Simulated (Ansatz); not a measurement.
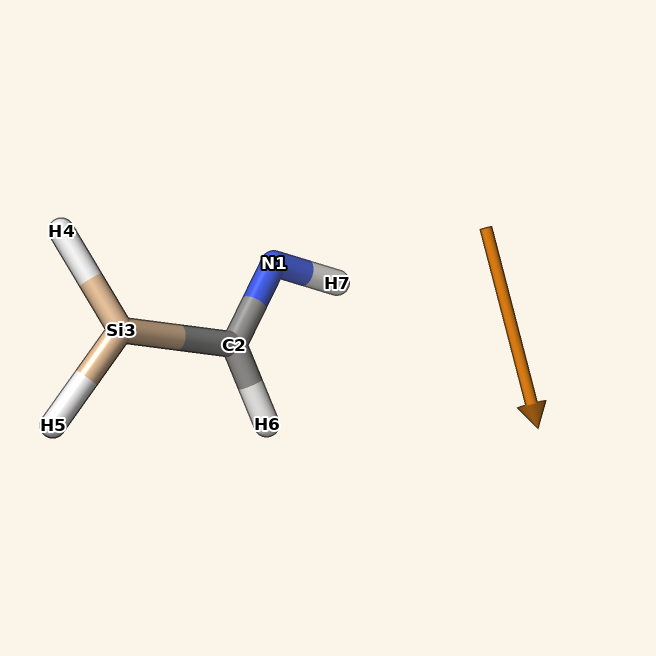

The arrow beside the molecule shows the direction of the dipole moment, from the negative to the positive end (its length means nothing). The species is neutral and a spin doublet. Computed geometry: PBE0-D4/def2-TZVP optimisation. No frequency run is at hand to confirm it as a minimum. Method: UKS PBE0-D4/def2-TZVP (Ansatz 0.2.0).

How large is the dipole moment?

1.75 D; it points from the side of H4 to the side of H6 (the outermost atoms at the two ends).
